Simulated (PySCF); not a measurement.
Ionisation energy of Co²⁺ ([Ar] 3d⁷ → [Ar] 3d⁶). PySCF, dyall-av2z, non-relativistic, unrestricted single determinants, no spin-orbit coupling. Methods marked “valence” freeze 18 core electrons.

The results, method by method:

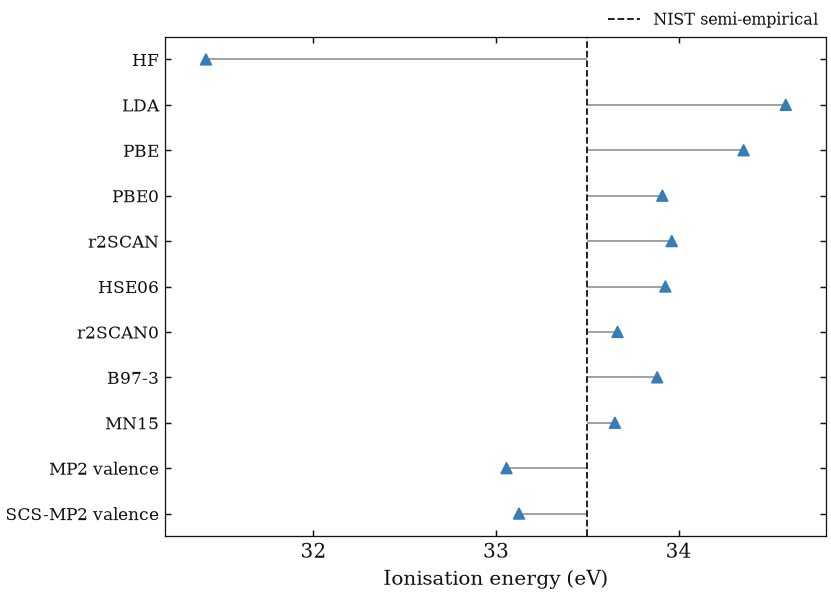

```csv
Method,Ionisation energy (eV)
HF,31.41
LDA,34.59
PBE,34.36
PBE0,33.91
r2SCAN,33.96
HSE06,33.93
r2SCAN0,33.67
B97-3,33.88
MN15,33.65
MP2 valence,33.06
SCS-MP2 valence,33.13
```

The values run from 31.41 eV (HF) to 34.59 eV (LDA). The NIST semi-empirical value is 33.50 ± 0.06 eV; nearest to it come MN15 (+0.15) and r2SCAN0 (+0.17), furthest HF (−2.09 eV). These values lack spin-orbit coupling; with the first-order correction of +0.026 eV added, MN15 comes nearest (+0.18).

Note: relativistic shift absent.
